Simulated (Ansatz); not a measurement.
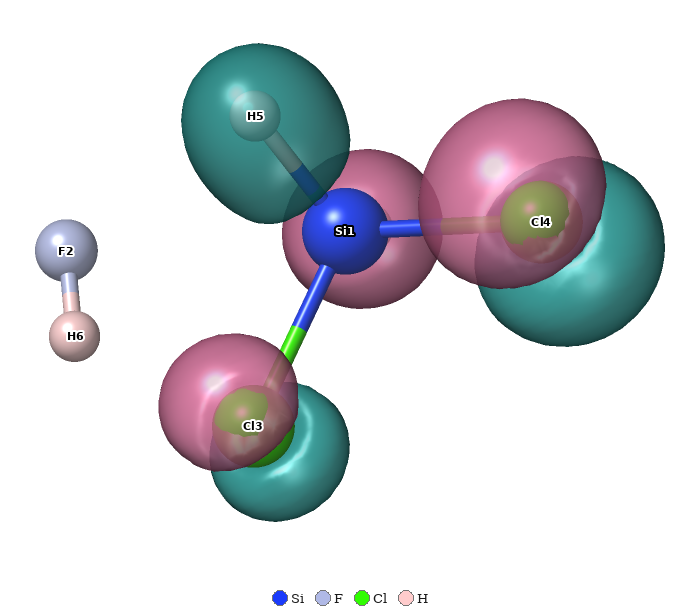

Figure. Cl2H2Si···HF. The HOMO at ±0.15 Å⁻³ᐟ² (teal and pink are the two phases), seen at a tilt.

All numbers below come from RKS PBE0-D4/def2-SVP (Ansatz).

```xyz
7

Si   -0.6501   -0.0241    0.4162
F     1.9094    0.8370   -0.7126
Cl   -0.0239   -1.4529   -0.9690
Cl   -2.4403   -0.6681    1.1958
H    -0.8798    1.2482   -0.2999
H     1.7405    0.0292   -1.1384
H     0.3442    0.0306    1.5079
```

Describe this orbital and give its energy.

It lies mainly on Cl4 (about 45 %), Cl3 (about 15 %), Si1 (about 15 %), H5 (about 10 %) and H7 (about 10 %). Its energy is −9.12 eV.
